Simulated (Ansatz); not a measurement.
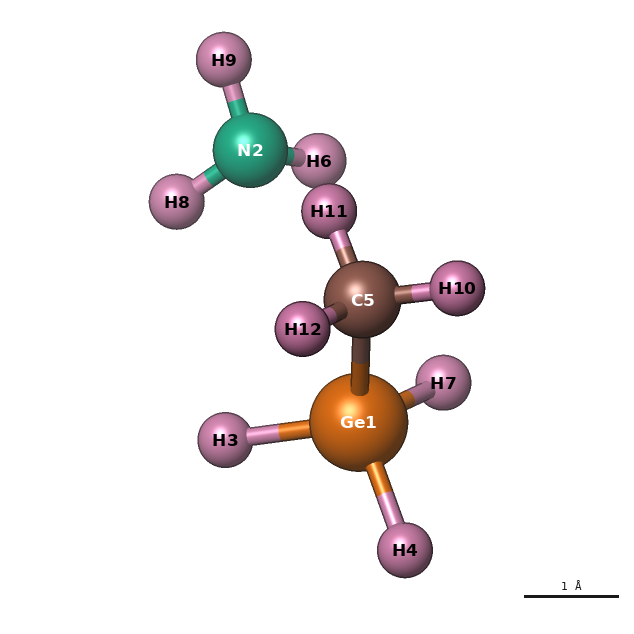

The computed structure is the end point of a PBE0-D4/def2-TZVP optimisation.

Give these bond angles: H3–Ge1–C5, H4–Ge1–C5, C5–Ge1–H7, Ge1–C5–H11, Ge1–C5–H10.

```json
{"angle": "H3–Ge1–C5", "degrees": "111.2"}
{"angle": "H4–Ge1–C5", "degrees": "110.8"}
{"angle": "C5–Ge1–H7", "degrees": "111.2"}
{"angle": "Ge1–C5–H11", "degrees": "108.0"}
{"angle": "Ge1–C5–H10", "degrees": "110.4"}
```
